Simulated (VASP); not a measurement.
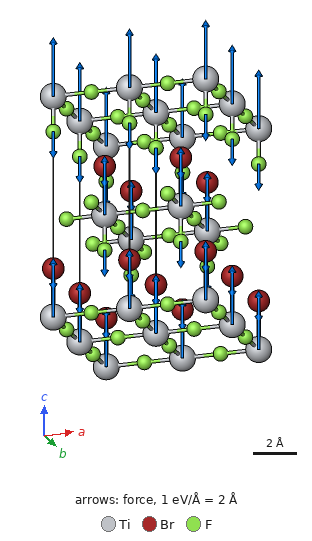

Starting geometry of a crystal of TiBrF₃ (a generated structure, set up in I4mm) with the computed forces as blue arrows. Style: ball-and-stick. Shown: the conventional cell (2 times the calculation's cell), repeated 2 × 2 × 1 with one cell outlined, from a free direction. Lengths and directions refer to the drawn axes.

The run lets cell and atoms move.

Computed with Kohn-Sham DFT of a periodic cell, PBE, VASP PAW PBE potentials, recommended in VASP 6.6.1.

Input
```
PREC = Normal
ENCUT = 520
EDIFF = 1E-4
ISMEAR = 0
SIGMA = 0.15
LREAL = False
LASPH = True
NELM = 60
ALGO = Fast
ISIF = 3
LWAVE = False
LCHARG = False
GGA = PE
IBRION = 2
NSW = 24
EDIFFG = -0.08
```

Launched with:
```bash
cat potpaw_PBE.64/Ti_sv/POTCAR potpaw_PBE.64/Br/POTCAR potpaw_PBE.64/F/POTCAR > POTCAR
mpirun -np 1 vasp_std > vasp.out
```

> Is this structure relaxed? If not, where do the atoms go?

It isn't relaxed: the largest force vector, on the Ti atom, is 1.48 eV/Å. The final displacements have little in common with the starting forces (cosine between the two patterns 0.15). Over 17 geometry steps the energy falls by 0.367 eV per cell of the calculation. Largest force component: 1.5 eV/Å at the start, 0.075 eV/Å at the end. The pressure goes from 9.64 to −0.10 GPa. The Br atom moves most relative to the cell: 0.22 Å along −c. Largest moves by element: Br 0.22 Å, F 0.18 Å, Ti 0.05 Å. The volume changes by +17.2 %, with a = b 3.800 → 3.934 Å (+3.5 %), c 11.000 → 12.027 Å (+9.3 %). Some distances before and after: F–Ti 1.900 → 1.968 Å, Br–Ti 2.420 → 2.378 Å, F–Ti 1.760 → 1.795 Å. Bond angles that change, for instance: F–Ti–F 180.0° → 176.4°, Ti–F–Ti 180.0° → 176.4°. The space group stays I4mm (No. 107). The volume changes by over a tenth within one run on a fixed set of plane waves, so the end point should be relaxed again from the new cell.
